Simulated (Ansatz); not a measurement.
# Computed map of one atom of the cell: Ti (hcp, Mg type)

Relaxed Ti (hcp, Mg type):

```
CELL_PARAMETERS angstrom
      2.93627     0.00000     0.00000
     -1.46813     2.54288     0.00000
      0.00000     0.00000     4.63716
ATOMIC_POSITIONS crystal
  Ti 0.33333 0.66667 0.75000
  Ti 0.66667 0.33333 0.25000
```

Two-dimensional scan of atom 2 (Ti, nearest neighbour Ti at 2.872 Å; its periodic images, 2.9 Å or more away, move with it): u runs along (1.000, 0.000, 0.000), v along (0.000, 1.000, 0.000) (Cartesian). Cell and other atoms are fixed.

Level of theory: r2SCAN (plane waves to 500 eV, PAW, scalar-relativistic; Ansatz, a quantum-chemistry and plane-wave program). k mesh 15×15×8 (Γ-centred), Fermi-Dirac smearing 0.05 eV. The energy includes the smearing's −TS. Compression counts positive. With partly filled bands, energies and forces of such displacements shift with the k mesh and the smearing. The PAW data are Ansatz's earlier set. Ti is run without spin polarisation. Ti was relaxed with its symmetry unable to fall. The zero of ΔE is the undisplaced structure. Axes are in Å.

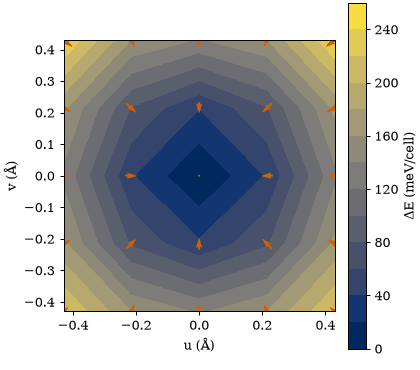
ΔE (meV/cell) over the plane, with arrows for the in-plane force on the moved atom.

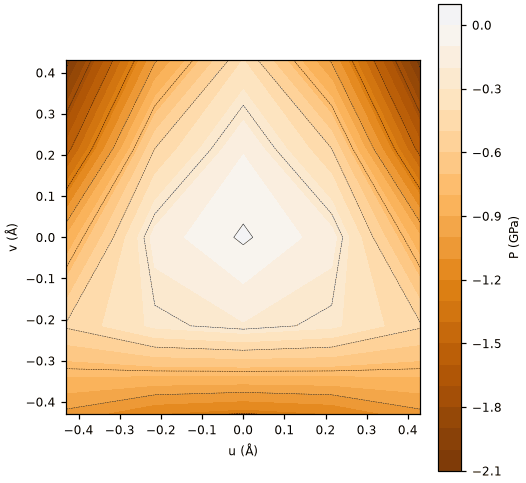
*P (GPa) over the 5×5 grid of computed points.*

Highest place on the grid, met at several equal points: u = -0.430 Å, v = 0.430 Å; u = 0.430 Å, v = 0.430 Å (240 meV/cell). Principal force constants in the plane (five-point differences of the forces): 1.8 eV/Å², isotropic. Centre of the map: a minimum. Lowest place on the grid: u = 0.000 Å, v = 0.000 Å (0 meV/cell).

(A displaced cell: forces are minus the slopes of the energy, force constants its curvatures, and phonons follow from these.)
